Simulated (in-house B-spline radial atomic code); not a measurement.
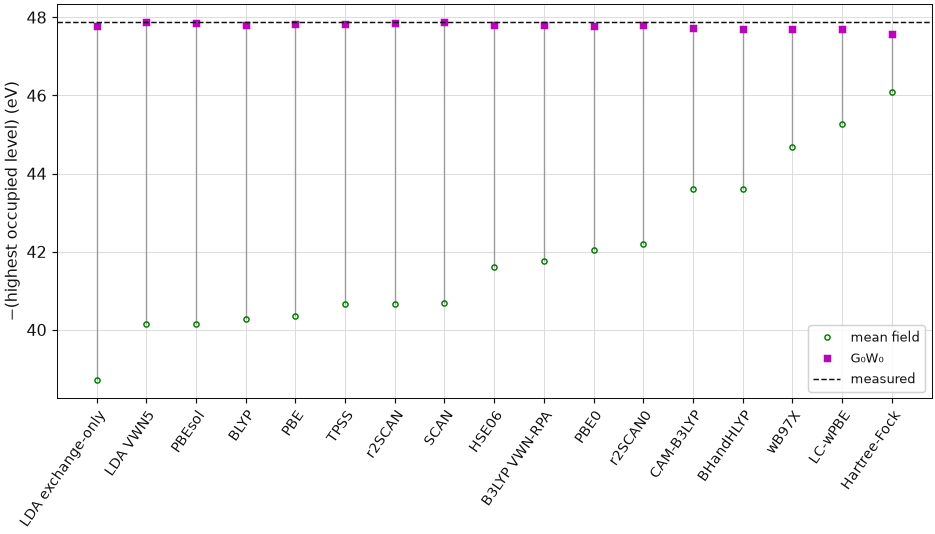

Binding energy of the highest level (2s) of C²⁺ ([He] 2s²) on 17 mean-field starts and after G₀W₀. All-electron spherical atom, non-relativistic, no spin-orbit coupling, Breit or QED terms; computed with a B-spline radial code.

**Describe the starting-point dependence.**

The mean-field values spread from 38.70 eV (LDA exchange-only) to 46.10 eV (Hartree-Fock); after G₀W₀ they lie between 47.57 eV (Hartree-Fock) and 47.88 eV (LDA VWN5), so the spread shrinks from 7.40 to 0.31 eV. The measured removal energy is 47.89 eV; the nearest G₀W₀ value is that on LDA VWN5 (47.88 eV).

```
            Start  Mean field (eV)  G₀W₀ (eV)  RPA correlation (hartree)
LDA exchange-only            38.70      47.78                     −0.231
         LDA VWN5            40.16      47.88                     −0.232
           PBEsol            40.16      47.85                     −0.230
             BLYP            40.28      47.81                     −0.231
              PBE            40.36      47.83                     −0.230
             TPSS            40.65      47.82                     −0.225
           r2SCAN            40.67      47.87                     −0.222
             SCAN            40.69      47.87                     −0.222
            HSE06            41.61      47.79                     −0.211
    B3LYP VWN-RPA            41.77      47.79                     −0.211
             PBE0            42.04      47.79                     −0.206
          r2SCAN0            42.21      47.80                     −0.202
        CAM-B3LYP            43.60      47.74                     −0.194
        BHandHLYP            43.62      47.71                     −0.190
            wB97X            44.67      47.70                     −0.185
          LC-wPBE            45.28      47.70                     −0.185
     Hartree-Fock            46.10      47.57                     −0.167
```
